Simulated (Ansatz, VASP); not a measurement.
## NbSi in two plane-wave programs

One calculation is typed for both programs; each brings its own data sets. How far apart do they land? The cell is invented: As first built, before any earlier steps moved the atoms (in the runner's words): it takes the TaC structure with all of its atoms replaced by other elements, volume scaled by an estimate. It may not be a known or stable phase. The cell is taken from a series of VASP runs on this material, whose earlier steps may have relaxed, scaled or displaced it; both programs get it as it stands. Valence electrons are named where the data sets of a main pair hold unlike numbers.

Program: Ansatz 0.2.0. Level of theory: plane waves, with VASP 6.6.1 beside it; band structure at HSE03. Results are calculated unless marked as measured.

**1. The structure**

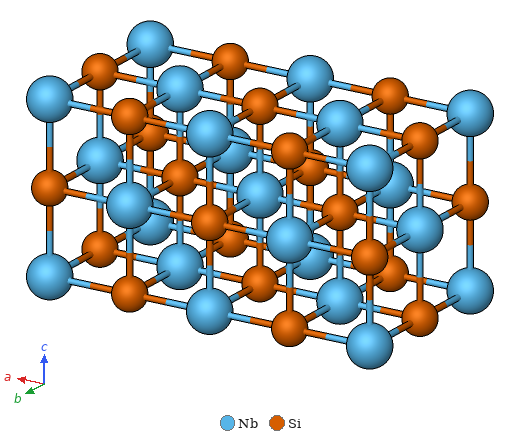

The starting structure, seen from a free direction (niobium blue, silicon orange). 2×1×1 cells are drawn. This picture shows the conventional cell, with its axes. Some periodic images of atoms are drawn too.

Coordinates:

```cif
data_structure
_symmetry_space_group_name_H-M 'P 1'
_symmetry_Int_Tables_number 1
_cell_length_a 3.6363
_cell_length_b 3.6363
_cell_length_c 3.6363
_cell_angle_alpha 60.000
_cell_angle_beta 60.000
_cell_angle_gamma 60.000
_cell_volume 34.00
loop_
_atom_site_label
_atom_site_type_symbol
_atom_site_fract_x
_atom_site_fract_y
_atom_site_fract_z
_atom_site_occupancy
Nb1 Nb 0.00000 0.00000 0.00000 1
Si2 Si 0.50000 0.50000 0.50000 1
```

**2. Ansatz: band structure, HSE03**

Ansatz runs on its default PAW (the set named soft_2) files.

A single point gives forces, pressure and levels at one fixed geometry, so differences don't come from the geometry; what else differs is listed under the comparison.

input.yaml reads:

```yaml
crystal:
  lattice:
    - [0.0, 2.5712175395, 2.5712175395]
    - [2.5712175395, 0.0, 2.5712175395]
    - [2.5712175395, 2.5712175395, 0.0]
  atoms:
    - { symbol: Nb, position: [0.0, 0.0, 0.0] }
    - { symbol: Si, position: [0.5, 0.5, 0.5] }
hamiltonian:
  xc: { exchange: pbe, correlation: pbe, exx: { coeff: 0.25, omega: 0.3 } }
  pseudopotentials: { kind: paw }
kpoints:
  mp_grid: { grid: [5, 5, 5] }
  band_path:
    path:
      - [0.0, 0.0, 0.0]
      - [0.5, 0.0, 0.5]
      - [0.5, 0.22222, 0.72222]
      - [0.40278, 0.34722, 0.75]
      - [0.125, 0.125, 0.25]
      - [0.27778, 0.27778, 0.27778]
      - [0.55556, 0.38889, 0.55556]
      - [0.58333, 0.25, 0.66667]
      - [0.5, 0.30556, 0.69444]
      - [0.48611, 0.48611, 0.52778]
      - [0.625, 0.25, 0.625]
      - [0.5, 0.0, 0.5]
    npoints: 1
scf:
  occupations: { method: gaussian, width: 0.02 }
  n_extra_bands: 7
output:
  forces: true
  stress: true
  eigenvalues: true
```

Run with:

```bash
ansatz run input.yaml --threads 4 --pin off --max-ram 9216MiB --backend cpu --events-out ev --progress --plain --runs-dir out
```

Numbers of over 12 decimals in the logs are rounded to 6 here.

Log:

```text
Warning: output.stress: scf.convergence.dr2_threshold = 1e-7 eV (the SCF's general default) is looser than the 2e-10 eV advised for a printed stress (1e-10 eV for each atom of the cell: 2). What an SCF threshold leaves in a stress goes as its square root, and in the free energy as the threshold itself, and one threshold admits the most on a small cell: [figures from the program's tests cut] Set scf.convergence.dr2_threshold to 2e-10 eV or tighter. The threshold is an SCF's pass mark: one that does not reach it within its budget of iterations ends unconverged, or closes short of it on a stop that the run arms, and scf.convergence.dr2_threshold's page says what that costs each kind of run
Warning: output.stress: scf.exx.energy_threshold = 1e-6 eV is looser than the 2e-8 eV advised for a stress under a hybrid functional (1e-8 eV for each atom of the cell: 2). Every SCF of the exchange loop can meet its threshold on dr2 while the loop round them stops early: no threshold on dr2 bounds what that leaves in the stress. Set scf.exx.energy_threshold to 2e-8 eV or tighter. The threshold is the loop's pass mark: a loop that does not reach it within its budget of cycles ends unconverged, and scf.exx.energy_threshold's page has the law
scf.n_extra_bands = 7 over 9 filled bands (N_el = 17.0): the run solves 16 bands
Engine: ansatz 0.2.0, aarch64-unknown-linux-gnu
Pseudopotentials: kind: paw
Pseudopotential: Nb, paw, valence charge 13, recommended cutoff 420 eV (normal), Nb.paw.azcp
Pseudopotential: Si, paw, valence charge 4, recommended cutoff 420 eV (normal), Si.paw.azcp
Functional definition: unnamed
  parameter a_1 = 0.25
  parameter omega_1 = 0.3/angstrom
  exchange = pbe_x + (-a_1)*pbe_x_sr(omega_1) + a_1*exact_x_sr(omega_1)
  correlation = pbe_c
Crystal: 2 atoms, lattice volume = 33.997 Å³
Basis set: ecut = 420 eV, 645 PW (Γ), exchange–correlation on 50×50×50 points (8 copies of the dense FFT grid, shifted against one another)
Bands: 16, of which v1, the nominal top of the filled ones, is band 9 counted from 1 (8 counted from 0)
Symmetry: 48 space group operations
Space group: Fm-3m (ITA 225), of the structure as read, at distance tolerance 3.2e-5 Å
k-points: 10 of 125
Non-local potential: Nb, projectors of the file, l = 0: 3, l = 1: 2, l = 2: 2, l = 3: 1
Non-local potential: Si, projectors of the file, l = 0: 2, l = 1: 2, l = 2: 2
PAW form: soft (Blöchl's): semilocal exchange-correlation on the pseudo side does not see the compensation charge
PAW frozen core: Nb, regenerated for the run's functional, and the local potential with it (the file was generated under x = pbe(κ = 0.804, μ = 0.219515), c = pbe(β = 0.066725))
PAW frozen core: Si, regenerated for the run's functional, and the local potential with it (the file was generated under x = pbe(κ = 0.804, μ = 0.219515), c = pbe(β = 0.066725))
PAW one-centre angular grid: Nb, 590 points (default); XC on 64 Gauss nodes
PAW one-centre angular grid: Si, 110 points (default); XC on 64 Gauss nodes
Initial density: superposition of atomic densities (neutral atoms: chi_scale 0, normalization atom), corrected by the library's trained network
Initial wavefunctions: pseudopotential atomic-orbital guess
Functional: x = pbe(κ = 0.804, μ = 0.219515), c = pbe(β = 0.066725), warm-up for x = pbe(κ = 0.804, μ = 0.219515) + 0.25 (exact − pbe) at short range (hse, ω = 0.3 Å⁻¹), c = pbe(β = 0.066725)
SCF iter   1: F=—  HF=-5188.527604 eV  |F-HF|=—  |Δ(HF+E_count)|=         —  Δρ=6.63e-3  dr2=2.46e-2  ethr=1.77e-3  ⟨swp⟩=10.1  Hψ=742  notcnv=0
preconditioner: auto → none  [insulator: Δε(μ)=0.070 eV  Ē_g=9.478 eV  σ=0.020 eV  W_gap=0.79  n_scr=8 (ndim 8)  ℏωp=19.1 eV  f_vac=0.000  D(μ)=3.90/eV (n_scr^D=58)]
SCF iter   2: F=—  HF=-5188.522802 eV  |F-HF|=—  |Δ(HF+E_count)|=   4.80e-3  Δρ=3.06e-3  dr2=4.78e-3  ethr=1.45e-4  ⟨swp⟩=3.2  Hψ=336  notcnv=0  defer=1
iter 3 solved again at ethr=4.97e-7 eV; its pass at ethr=2.81e-5 eV (dr2=8.45e-5 eV) is discarded
SCF iter   3: F=—  HF=-5188.521937 eV  |F-HF|=—  |Δ(HF+E_count)|=   8.65e-4  Δρ=4.23e-4  dr2=8.51e-5  ethr=4.97e-7  ⟨swp⟩=2.9  Hψ=636  notcnv=0
SCF iter   4: F=—  HF=-5188.521926 eV  |F-HF|=—  |Δ(HF+E_count)|=   1.06e-5  Δρ=1.54e-4  dr2=1.17e-5  ethr=4.97e-7  ⟨swp⟩=2.7  Hψ=269  notcnv=0
SCF iter   5: F=—  HF=-5188.521924 eV  |F-HF|=—  |Δ(HF+E_count)|=   1.62e-6  Δρ=3.27e-5  dr2=5.17e-7  ethr=6.86e-8  ⟨swp⟩=2.0  Hψ=250  notcnv=0
SCF iter   6: F=—  HF=-5188.521924 eV  |F-HF|=—  |Δ(HF+E_count)|=   3.57e-8  Δρ=5.44e-6  dr2=3.51e-9  ethr=3.04e-9  ⟨swp⟩=3.4  Hψ=283  notcnv=0
SCF iter   7: F=—  HF=-5188.521924 eV  |F-HF|=—  |Δ(HF+E_count)|=   1.46e-9  Δρ=1.95e-6  dr2=1.73e-9  ethr=2.07e-11  ⟨swp⟩=3.5  Hψ=305  notcnv=0
SCF iter   8: F=-5188.521924 eV  HF=-5188.521924 eV  |F-HF|=8.55e-11  |Δ(HF+E_count)|=  3.13e-10  Δρ=4.18e-7  dr2=9.66e-11  ethr=1.02e-11  ⟨swp⟩=2.0  Hψ=250  notcnv=0
SCF 1 converged in 8 iterations: F = -5188.521924 eV  dr2 = 9.66e-11
  greatest PAW one-centre occupation: 0.998 electrons in one spin orbital (limit 2), on the Nb atom at site 0 (counted from 0), in its partial waves of l = 0
Initial density: handed on by an earlier stage of this run
Initial wavefunctions: those handed on with the density
Functional: x = pbe(κ = 0.804, μ = 0.219515) + 0.25 (exact − pbe) at short range (hse, ω = 0.3 Å⁻¹), c = pbe(β = 0.066725)
Exchange kernel: α = 0.2500, screened, ω = 0.3000 Å⁻¹, Wigner–Seitz truncation, v(0) = 502.6077 eV·Å³, q-mesh 5×5×5, nearest image of the exchange supercell L = 18.18 Å, pair-density grid 15×15×15, without the augmentation charges, whose exchange is taken in its separable form by FFT convolution over the k-point mesh (sized by the pseudopotential files, 20×20×20 at the most), smooth part of the exact exchange by density-matrix convolution
Frozen-core exchange: fock
iter 1 solved again at ethr=2.96e-4 eV; its pass at ethr=1.00e-1 eV (dr2=5.03e-2 eV) is discarded
SCF iter   1: F=—  HF=-5191.091334 eV  |F-HF|=—  |Δ(HF+E_count)|=         —  Δρ=9.93e-3  dr2=5.49e-2  ethr=2.96e-4  ⟨swp⟩=3.4  Hψ=670  notcnv=0
preconditioner: auto → none  [insulator: Δε(μ)=0.054 eV  Ē_g=10.514 eV  σ=0.020 eV  W_gap=0.79  n_scr=8 (ndim 8)  ℏωp=19.1 eV  f_vac=0.000  D(μ)=4.02/eV (n_scr^D=58)]
SCF iter   2: F=—  HF=-5191.079547 eV  |F-HF|=—  |Δ(HF+E_count)|=   1.18e-2  Δρ=3.86e-3  dr2=7.68e-3  ethr=2.96e-4  ⟨swp⟩=3.0  Hψ=424  notcnv=0
SCF iter   3: F=—  HF=-5191.076967 eV  |F-HF|=—  |Δ(HF+E_count)|=   2.58e-3  Δρ=1.40e-3  dr2=4.46e-4  ethr=4.39e-5  ⟨swp⟩=3.0  Hψ=355  notcnv=0
SCF iter   4: F=—  HF=-5191.076859 eV  |F-HF|=—  |Δ(HF+E_count)|=   1.08e-4  Δρ=2.64e-4  dr2=1.04e-5  ethr=2.34e-6  ⟨swp⟩=2.7  Hψ=274  notcnv=0
SCF iter   5: F=-5191.076862 eV  HF=-5191.076862 eV  |F-HF|=1.30e-7  |Δ(HF+E_count)|=   3.56e-6  Δρ=5.92e-5  dr2=4.45e-7  ethr=4.78e-8  ⟨swp⟩=3.8  Hψ=328  notcnv=0
SCF 2 stopped early in 5 iterations: F = -5191.076862 eV  dr2 = 4.45e-7
hybrid outer 1: dexx = +3.607e-3 eV, tail = 5.59e-6 eV
Exchange kernel: α = 0.2500, screened, ω = 0.3000 Å⁻¹, Wigner–Seitz truncation, v(0) = 502.6077 eV·Å³, q-mesh 5×5×5, nearest image of the exchange supercell L = 18.18 Å, pair-density grid 15×15×15, without the augmentation charges, whose exchange is taken in its separable form by FFT convolution over the k-point mesh (sized by the pseudopotential files, 20×20×20 at the most), smooth part of the exact exchange by density-matrix convolution
Frozen-core exchange: fock
SCF iter   1: F=—  HF=-5191.076830 eV  |F-HF|=—  |Δ(HF+E_count)|=         —  Δρ=2.68e-5  dr2=8.94e-8  ethr=1.64e-7  ⟨swp⟩=4.2  Hψ=458  notcnv=0
preconditioner: auto → none  [insulator: Δε(μ)=0.090 eV  Ē_g=10.478 eV  σ=0.020 eV  W_gap=0.79  n_scr=8 (ndim 8)  ℏωp=19.1 eV  f_vac=0.000  D(μ)=3.89/eV (n_scr^D=58)]
SCF iter   2: F=—  HF=-5191.076830 eV  |F-HF|=—  |Δ(HF+E_count)|=   4.83e-8  Δρ=1.34e-5  dr2=2.24e-8  ethr=5.07e-10  ⟨swp⟩=3.0  Hψ=287  notcnv=0
SCF iter   3: F=-5191.076830 eV  HF=-5191.076830 eV  |F-HF|=5.53e-9  |Δ(HF+E_count)|=   4.03e-9  Δρ=3.34e-6  dr2=6.58e-9  ethr=1.31e-10  ⟨swp⟩=3.1  Hψ=276  notcnv=0
SCF 3 converged in 3 iterations: F = -5191.076830 eV  dr2 = 6.58e-9
  Residual-converged pass: ⟨swp⟩=3.0  Hψ=309  notcnv=0  max |occ|·‖R‖ = 2.4e-6 eV (tolerance 2.4e-6 eV)  dr2=6.68e-9  dr2_onsite=1.71e-10  max |Δocc| = 3.2e-24
hybrid outer 2: dexx = +6.148e-8 eV, tail = 1.51e-8 eV, Δε = 1.13e-3 eV (about 6.28e-5 eV left of the loop's levels)
NSCF: frozen V_eff on 12 k-points
hybrid SCF converged: 2 outer / 8 inner (+8 warm-up), last move |dexx| = 6.15e-8 eV, tail = 1.51e-8 eV
Stability not checked: this state was not tested for a lower state beside it, because the functional holds exact exchange (a hybrid, or Hartree-Fock), whose exchange loop this test does not read (fock_operator; see scf.lower_state_search)
Free energy (F): -5191.076830 eV
Frozen-core exchange: fock
Harris-Foulkes:  -5191.076830 eV  (|F-HF|=5.53e-9)
Internal energy: -5191.076051 eV  (E = F + TS)
E sigma→0 (E₀):  -5191.076440 eV
Entropy (-TS):   -0.000779 eV (-0.389 meV/atom)
Fermi energy:    13.822937 eV
--- Per-component energies (eV) ---
  E_band       = -123.512682
  E_kinetic    = 434.400275
  E_local      = -898.880342  (includes V_loc(G=0)·N_el)
  E_nonlocal   = 144.386839
  E_hartree    = 294.903705
  E_xc         = -189.192418
  E_vxc        = -210.796622  (∫ρ·V_xc dr)
  E_exx        = -39.004540  (= α·E_x^exact, valence–valence)
  E_paw        = -3590.992790  (= ΣΔE_a)
  E_vpaw       = -104.423398  (= ΣTr[D̂ρ^β])
  E_aug_tail   = 0.000016  (compensation charges beyond the density's cutoff)
  E_ewald      = -1346.221725
  E_core_change = -0.475071  (= ΣΔE_core)
  E_smearing   = -0.000779  (= −TS)
  E_closure    = 0.000001  (closes the sum)
  Σ components = -5191.076830   (vs F -5191.076830, Δ=0.00e0)
--- Forces (eV/Å), atoms counted from 1 ---
  atom   1  Nb    -0.00000000     0.00000000    -0.00000000
  atom   2  Si    -0.00000000     0.00000000    -0.00000000
  max |Σ_I F_I| component: 1.68e-30 eV/Å
--- Stress (GPa, compression-positive) ---
       -2.403645       0.000000       0.000000
        0.000000      -2.403645      -0.000000
        0.000000      -0.000000      -2.403645
  P = ⅓ Tr σ = -2.4036 GPa (-24.036 kbar)
--- Band table (eV; the first three rows and the last of 10) ---
  k-point 0: bands = [... 5 lower, 12.6903, 12.6903, 12.6903, 13.1126, 13.1126, 16.6406, 16.6406, 16.6406, ... 3 higher]
  k-point 1: bands = [... 5 lower, 11.1879, 11.6884, 11.6884, 13.5189, 13.5189, 16.2021, 18.9059, 18.9059, ... 3 higher]
  k-point 2: bands = [... 5 lower, 8.3240, 10.4873, 10.4873, 15.2279, 15.2279, 16.6108, 19.6299, 21.6579, ... 3 higher]
  k-point 9: bands = [... 5 lower, 9.2643, 10.1473, 10.9691, 14.9706, 15.9147, 16.5073, 17.0979, 19.1096, ... 3 higher]
```

The job ended after 13 s (4 threads of Arm Neoverse V2, shared host; peak memory 0.7 GiB).

[end of part 1 of 2]

[Lines on the potential files, build, host, timing and source positions are cut from VASP's logs without a mark.]

[Logs are printed without paths, hosts, clocks, repeated set-up lines and the standing remarks that a program may print on its own settings, such as how far it seeks lower states.]

[Hosts, paths, dates, database ids (printed as entryN), source tags and the programs' standing remarks are cut or masked in the printed files.]
